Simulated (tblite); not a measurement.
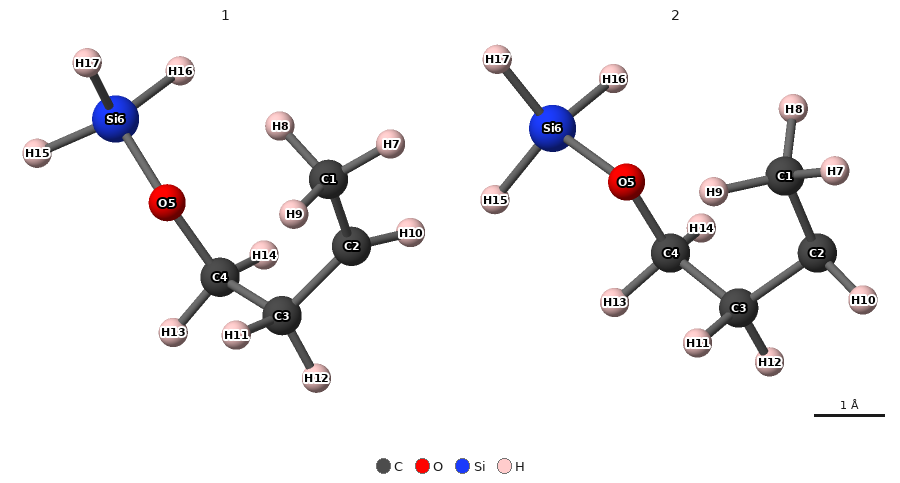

Two geometries of C₄H₁₁OSi (multiplicity 2), drawn at one scale. One is the start of a relaxation, the other its converged end. A ball-and-stick model, seen from a free direction.

Level of theory: GFN2-xTB geometry optimisation, gas phase in tblite 0.8.0. 

**Which one is relaxed?**

Structure 1 is the relaxed one. H10 moves most after the best rigid fit: 1.54 Å. By element the largest moves are H 1.54 Å, O 0.49 Å, C 0.38 Å, Si 0.24 Å. Among the contacts that change: O5–Si6 1.714 → 1.616 Å, C3–C4 1.486 → 1.547 Å, C1–H7 1.136 → 1.088 Å, C3–H11 1.131 → 1.092 Å. Bond angles that change, for instance: C4–O5–Si6 106.9° → 130.9°, C1–C2–H10 107.3° → 119.0°, O5–Si6–H17 109.2° → 99.2°. Over 148 geometry steps the energy falls by 101.7 kJ/mol. Cost: 0.73 s on 1 thread of Arm Neoverse V2, with other jobs on the host.
